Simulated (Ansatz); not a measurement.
Structure of Pt:

```
CELL_PARAMETERS angstrom
3.92000 0.00000 0.00000
0.00000 3.92000 0.00000
0.00000 0.00000 3.92000
ATOMIC_POSITIONS crystal
Pt 0.00000 0.00000 0.00000
Pt 0.00000 0.50000 0.50000
Pt 0.50000 0.00000 0.50000
Pt 0.50000 0.50000 0.00000
```

Structure used: the input geometry of an electronic-structure calculation (not necessarily at equilibrium).

Q: Predict radii and indices of the first 5 visible rings (3 % of the strongest or more) for 200 kV electrons.

A:
| ring | radius | d (Å) | hkl |
| --- | --- | --- | --- |
| 1 | 4.42 nm⁻¹ | 2.26 | 111 |
| 2 | 5.10 nm⁻¹ | 1.960 | 200 |
| 3 | 7.22 nm⁻¹ | 1.386 | 220 |
| 4 | 8.46 nm⁻¹ | 1.182 | 311 |
| 5 | 8.84 nm⁻¹ | 1.132 | 222 |

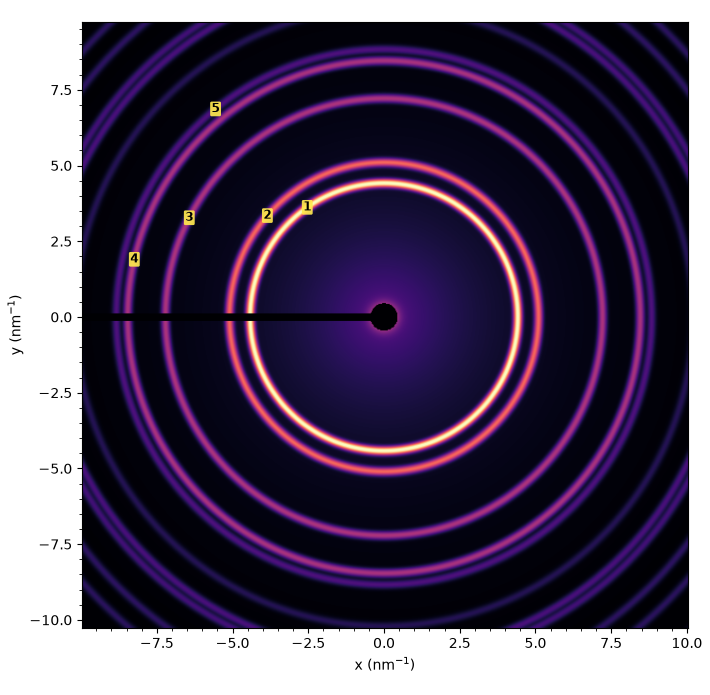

Simulated electron diffraction rings at 200 kV (λ = 0.0251 Å), scale in nm⁻¹ (radius = 1/d), for a fine-grained powder without texture. Kinematic intensities with B = 0.8 Å² for all atoms, without multiple scattering; brightness goes as intensity to the power 0.5, clipped at the top. Reflections closer than the ring width show as one ring. The numbers mark the rings of the table.
